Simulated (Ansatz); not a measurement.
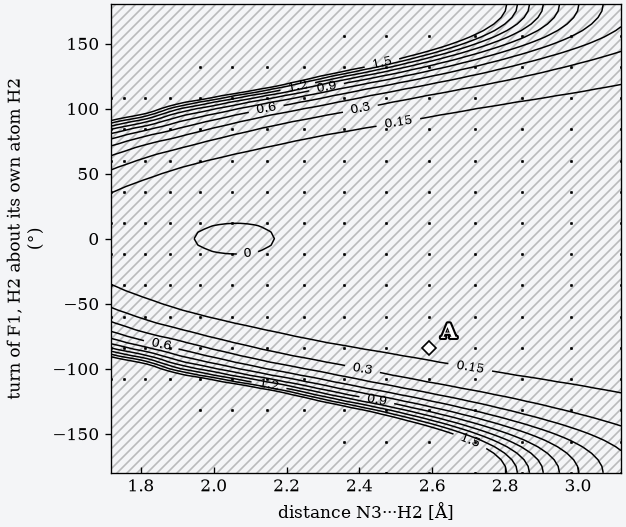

The pair FH···N₂. The turn is about an axis along (−1.00, 0.06, 0.04) in the frame of the relaxed pair, normal to the line between the partners. First axis: distance N3···H2. Second axis: turn of F1, H2 about its own atom H2. The scan uses a 15 × 15 grid; 173 points were computed and 19 follow by symmetry. At 33 points there is no value (left out of the scan, as a rule where atoms come close). Points are written as (first, second). All energies are given in eV relative to the lowest grid point. The calculation used RKS B3LYP-D4/def2-TZVPD in Ansatz 0.2.0.

Drawn: contour lines labelled in eV (none above 1.5), dots at the grid points, hatched blanks where no value was computed, the point A. Between grid points the surface is interpolated.

### Is A at rest? If not, where is it pushed?

A, at (2.592 Å, −84°), is not a stationary point. The computed force is 0.12 eV for each Å towards larger values of distance N3···H2 and 0.0032 eV for each degree towards larger values of the second coordinate.
